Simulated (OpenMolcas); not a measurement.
# C2H5AlN2 (SMILES C#[C][Al]([NH2])[NH2]): a chain of runs

Aim: a series of 9 runs (UHF/def2-SVP, CASSCF(2,2)/def2-SVP, CASPT2(2,2)/def2-SVP, CASPT2[IPEA 0](2,2)/def2-SVP, SC-NEVPT2(2,2)/def2-SVP, PC-NEVPT2(2,2)/def2-SVP, MC-PDFT[tPBE](2,2)/def2-SVP, MC-PDFT[ftPBE](2,2)/def2-SVP, and more) of C2H5AlN2. 

Program for the calculation: OpenMolcas 26.06.

### 1 The system as given

C2H5AlN2: 10 atoms, total charge 0, spin state singlet. As SMILES, `C#[C][Al]([NH2])[NH2]`. The N4–H7 distance was set to 2.213 Å, away from the relaxed value. At this shape a bond of the SMILES string is far longer than usual.

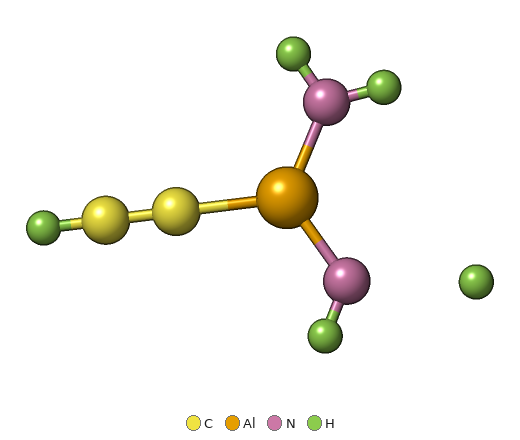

Viewed from a chosen angle; carbon yellow, aluminium amber, nitrogen pink, hydrogen green.

### 2 The energy at UHF/def2-SVP (run 1)

step1.input reads:

```
&GATEWAY
 BasLib
 $CurrDir
 Coord
 10
 bohr
 C     -6.24337355     3.55407217     2.37345066
 C     -4.31169550     2.55724164     1.66385850
 Al    -1.26621288     0.98574540     0.54514063
 N     -1.30041692    -2.27044169    -0.15934927
 N      1.48655117     2.83937775     0.25091028
 H     -7.94601678     4.43260585     2.99876103
 H      1.94150462    -4.55575174    -1.48513576
 H     -2.85452769    -3.35533346    -0.00193508
 H      1.53870761     4.69924620     0.64510715
 H      3.19732023     2.23561026    -0.31676345
 Basis
 def2-SVP
 Group
 NoSym

&SEWARD

&SCF
 UHF
 Scramble
 0.25
 PrOrbitals
 1 2
```

The basis set def2-SVP is read from a file made from the Basis Set Exchange's data (not shown).

Command:

```console
export MOLCAS_MEM=1860
pymolcas step1.input > step1.log
```

The program printed, shortened:

```text
--- Start Module: gateway ---
[...]
--- Stop Module: gateway /rc=_RC_ALL_IS_WELL_ ---
--- Start Module: seward ---
[...]
      Basis functions           99
--- Stop Module: seward /rc=_RC_ALL_IS_WELL_ ---
[...]
--- Start Module: scf ---
[...]
       Convergence after  67 Iterations
[...]
::    Total SCF energy                               -429.1229005945
[...]
      Total spin, S                                     0.5780783832
[...]
      Total electronic charge=   44.000000
      Total            charge=   -0.000000
[...]
      Dipole Moment (debye):
      Origin of the operator (angstrom)=   -1.0226    0.7015    0.4175
                   X= -3.5085E-01               Y=  4.5956E-01               Z=  1.9090E-01           Total=  6.0888E-01
      Quadrupole Moment (debye*angstrom):
[...]
--- Stop Module: scf /rc=_RC_ALL_IS_WELL_ ---
[...]
```

Run time: 25 s. Hardware: 1 thread of Intel Xeon 6975P-C (Granite Rapids), shared host; peak memory 0.55 GiB.

### 3 A single-point energy at CASSCF(2,2)/def2-SVP (run 2)

step2.input reads:

```
&GATEWAY
 BasLib=$CurrDir
 Coord
 10
 bohr
 C     -6.24337355     3.55407217     2.37345066
 C     -4.31169550     2.55724164     1.66385850
 Al    -1.26621288     0.98574540     0.54514063
 N     -1.30041692    -2.27044169    -0.15934927
 N      1.48655117     2.83937775     0.25091028
 H     -7.94601678     4.43260585     2.99876103
 H      1.94150462    -4.55575174    -1.48513576
 H     -2.85452769    -3.35533346    -0.00193508
 H      1.53870761     4.69924620     0.64510715
 H      3.19732023     2.23561026    -0.31676345
 Basis=def2-SVP
 Group=NoSym

&SEWARD

&RASSCF
 FileOrb=$CurrDir/step1.UnaOrb
 Spin=1
 Nactel=2 0 0
 Inactive=21
 Ras2=2
 OrbListing=Nothing
```

The basis set def2-SVP is read from a file made from the Basis Set Exchange's data (not shown).

Command:

```console
export MOLCAS_MEM=1860
pymolcas step2.input > step2.log
```

The program printed, shortened:

```text
--- Start Module: gateway ---
[...]
--- Stop Module: gateway /rc=_RC_ALL_IS_WELL_ ---
--- Start Module: seward ---
[...]
      Basis functions           99
--- Stop Module: seward /rc=_RC_ALL_IS_WELL_ ---
[...]
--- Start Module: rasscf ---
[...]
      Number of active orbitals                  2
[...]
      Spin quantum number                      0.0
[...]
      Active orbitals                            2
[...]
      Number of CSFs                             3
[...]
      Number of root(s) required                 1
[...]
      Convergence after 17 iterations
[...]
      printout of CI-coefficients larger than  0.05 for root  1
      energy=    -429.134494
      conf/sym  11     Coeff  Weight
             1  20  -0.88318 0.78000
             3  02   0.46904 0.22000
      Natural orbitals and occupation numbers for root  1
      sym 1:   1.560001   0.439999
      ************************************************************************************************************************
      *                                                    Final results                                                     *
[...]
::    RASSCF root number  1 Total energy:   -429.13449385
[...]
      Total electronic charge=   44.000000
      Total            charge=   -0.000000
[...]
      Dipole Moment (debye):
      Origin of the operator (angstrom)=   -1.0226    0.7015    0.4175
                   X= -2.4307E-01               Y=  3.9221E-01               Z=  1.4724E-01           Total=  4.8434E-01
      Quadrupole Moment (debye*angstrom):
[...]
--- Stop Module: rasscf /rc=_RC_ALL_IS_WELL_ ---
[...]
```

Wall time 10 s (1 thread of Intel Xeon 6975P-C (Granite Rapids), shared host); peak memory 0.55 GiB.

Run 3 isn't shown in full; the table further down has it.

### 4 A single-point energy at CASPT2[IPEA 0](2,2)/def2-SVP (run 4)

step4.inp reads:

```
&GATEWAY
 BasLib = $CurrDir
 Coord
 10
 bohr
 C     -6.24337355     3.55407217     2.37345066
 C     -4.31169550     2.55724164     1.66385850
 Al    -1.26621288     0.98574540     0.54514063
 N     -1.30041692    -2.27044169    -0.15934927
 N      1.48655117     2.83937775     0.25091028
 H     -7.94601678     4.43260585     2.99876103
 H      1.94150462    -4.55575174    -1.48513576
 H     -2.85452769    -3.35533346    -0.00193508
 H      1.53870761     4.69924620     0.64510715
 H      3.19732023     2.23561026    -0.31676345
 Basis = def2-SVP
 Group = NoSym

&SEWARD

&RASSCF
 FileOrb = $CurrDir/step2.RasOrb
 Spin = 1
 Nactel = 2 0 0
 Inactive = 21
 Ras2 = 2
 OrbListing = Nothing

&CASPT2
 IPEA = 0
 Imaginary = 0.1
 Frozen = 9
```

The basis set def2-SVP is read from a file made from the Basis Set Exchange's data (not shown).

Command:

```console
export MOLCAS_MEM=1860
pymolcas step4.inp > step4.log
```

The program printed, shortened:

```text
--- Start Module: gateway ---
[...]
--- Stop Module: gateway /rc=_RC_ALL_IS_WELL_ ---
[...]
      Basis functions           99
[...]
--- Start Module: rasscf ---
[...]
      Number of active orbitals                  2
[...]
      Spin quantum number                      0.0
[...]
      Active orbitals                            2
[...]
      Number of CSFs                             3
[...]
      Number of root(s) required                 1
[...]
      Convergence after  4 iterations
[...]
      printout of CI-coefficients larger than  0.05 for root  1
      energy=    -429.134494
      conf/sym  11     Coeff  Weight
             1  20  -0.88318 0.78000
             3  02   0.46904 0.22000
      Natural orbitals and occupation numbers for root  1
      sym 1:   1.560002   0.439998
      ************************************************************************************************************************
      *                                                    Final results                                                     *
[...]
::    RASSCF root number  1 Total energy:   -429.13449385
[...]
      Total electronic charge=   44.000000
      Total            charge=   -0.000000
[...]
      Dipole Moment (debye):
      Origin of the operator (angstrom)=   -1.0226    0.7015    0.4175
                   X= -2.4306E-01               Y=  3.9218E-01               Z=  1.4724E-01           Total=  4.8432E-01
      Quadrupole Moment (debye*angstrom):
[...]
--- Stop Module: rasscf /rc=_RC_ALL_IS_WELL_ ---
[...]
--- Start Module: caspt2 ---
[...]
 ###    WARNING: User changed nr of frozen orbitals.                         ###
 ###############################################################################
[...]
      E2 (Variational):          -0.6167895761
      Total energy:            -429.7512834245
[...]
      Reference weight:           0.81535
[...]
::    CASPT2 Root  1     Total energy:   -429.75128342
[...]
--- Stop Module: caspt2 /rc=_RC_ALL_IS_WELL_ ---
[...]
```

It took 6.9 s on 1 thread of Intel Xeon 6975P-C (Granite Rapids), shared host; peak memory 0.55 GiB.

Runs 5 to 8 aren't shown in full; the table further down has their settings and results.

### 5 The energy at MRCI(2,2)/def2-SVP (run 9)

step9.input reads:

```
>>> EXPORT MOLCAS_PRINT=2

&gateway
 baslib=$CurrDir
 coord
 10
 bohr
 C     -6.24337355     3.55407217     2.37345066
 C     -4.31169550     2.55724164     1.66385850
 Al    -1.26621288     0.98574540     0.54514063
 N     -1.30041692    -2.27044169    -0.15934927
 N      1.48655117     2.83937775     0.25091028
 H     -7.94601678     4.43260585     2.99876103
 H      1.94150462    -4.55575174    -1.48513576
 H     -2.85452769    -3.35533346    -0.00193508
 H      1.53870761     4.69924620     0.64510715
 H      3.19732023     2.23561026    -0.31676345
 basis=def2-SVP
 group=NoSym

&seward

&rasscf
 fileorb=$CurrDir/step2.RasOrb
 spin=1
 nactel=2 0 0
 inactive=21
 ras2=2
 orblisting=Nothing

&motra
 lumorb
 frozen=9

&guga
 electrons=26
 spin=1
 inactive=12
 active=2
 ciall=1

&mrci
 sdci
```

The basis set def2-SVP is read from a file made from the Basis Set Exchange's data (not shown).

Command:

```console
export MOLCAS_MEM=1860
pymolcas step9.input > step9.log
```

The program printed, shortened:

```text
--- Start Module: gateway ---
[...]
--- Stop Module: gateway /rc=_RC_ALL_IS_WELL_ ---
[...]
      Basis functions           99
[...]
      Number of active orbitals                  2
[...]
      Spin quantum number                      0.0
[...]
      Active orbitals                            2
[...]
      Number of CSFs                             3
[...]
      Number of root(s) required                 1
[...]
      Convergence after  4 iterations
[...]
      printout of CI-coefficients larger than  0.05 for root  1
      energy=    -429.134494
      conf/sym  11     Coeff  Weight
             1  20  -0.88318 0.78000
             3  02   0.46904 0.22000
      Natural orbitals and occupation numbers for root  1
      sym 1:   1.560002   0.439998
      ************************************************************************************************************************
      *                                                    Final results                                                     *
[...]
::    RASSCF root number  1 Total energy:   -429.13449385
[...]
      Dipole Moment (debye):
      Origin of the operator (angstrom)=   -1.0226    0.7015    0.4175
                   X= -2.4306E-01               Y=  3.9218E-01               Z=  1.4724E-01           Total=  4.8432E-01
      Quadrupole Moment (debye*angstrom):
[...]
      *** WARNING: Default frozen orbitals is overwritten by user input.
      *** Default values:   6
[...]
--- Start Module: guga ---
[...]
--- Stop Module: guga /rc=_RC_ALL_IS_WELL_ ---
--- Start Module: mrci ---
[...]
       (But an ACPF correction will be computed)
       USE THE DEFAULT ACPF G-VALUE GFAC=   7.6923076923076927E-002
[...]
                      CI ENERGY:  -429.68361869
[...]
                ACPF CORRECTION:    -0.08608098
[...]
      Total electronic charge=   44.000000
      Total            charge=    0.000000
[...]
     ACPF CORRECTION:     -0.08608098
[...]
  CI State   1     Total energy:   -429.68361869     QDav:     -0.09448874     QACPF:     -0.08608098
[...]
--- Stop Module: mrci /rc=_RC_ALL_IS_WELL_ ---
[...]
```

It took 47 s on 1 thread of Intel Xeon 6975P-C (Granite Rapids), shared host; peak memory 0.55 GiB.

### 6 All runs side by side

```
run                         level  scramble           active rule  energy (Eh)  dipole moment (D) of the reference  wall time
  1                  UHF/def2-SVP      0.25                     –  -429.122901                                0.61       25 s
  2          CASSCF(2,2)/def2-SVP         –  uhf natural orbitals  -429.134494                                0.48       10 s
  3          CASPT2(2,2)/def2-SVP         –  uhf natural orbitals  -429.748893                                0.48      6.9 s
  4  CASPT2[IPEA 0](2,2)/def2-SVP         –  uhf natural orbitals  -429.751283                                0.48      6.9 s
  5       SC-NEVPT2(2,2)/def2-SVP         –  uhf natural orbitals  -429.745937                                0.48      6.6 s
  6       PC-NEVPT2(2,2)/def2-SVP         –  uhf natural orbitals  -429.746045                                0.48      6.6 s
  7   MC-PDFT[tPBE](2,2)/def2-SVP         –  uhf natural orbitals  -430.360219                                0.48      6.6 s
  8  MC-PDFT[ftPBE](2,2)/def2-SVP         –  uhf natural orbitals  -430.497829                                0.48      6.6 s
  9            MRCI(2,2)/def2-SVP         –  uhf natural orbitals  -429.683619                                0.48       47 s
```

### 7 Summary of results

| quantity | value |
| --- | --- |
| run 9, MRCI(2,2)/def2-SVP: total energy | -429.68362 Eh |
| run 9, MRCI(2,2)/def2-SVP: dipole moment (CASSCF density) | 0.48 D |

What this shows: Below the UHF energy at the same shape and in the same basis (def2-SVP): CASSCF(2,2) -11.6 mEh; CASPT2(2,2) -626.0 mEh; CASPT2[IPEA 0](2,2) -628.4 mEh; SC-NEVPT2(2,2) -623.0 mEh; PC-NEVPT2(2,2) -623.1 mEh; MRCI(2,2) -560.7 mEh. Active-space methods hold only the correlation inside their space unless a perturbation or CI step follows. Spin contamination of the reference: run 1 ⟨S²⟩ = 0.91. Where it is this large, the reference is a mixture of spin states, and values that rest on it are in doubt. All runs together took 2 min, the longest 47 s.
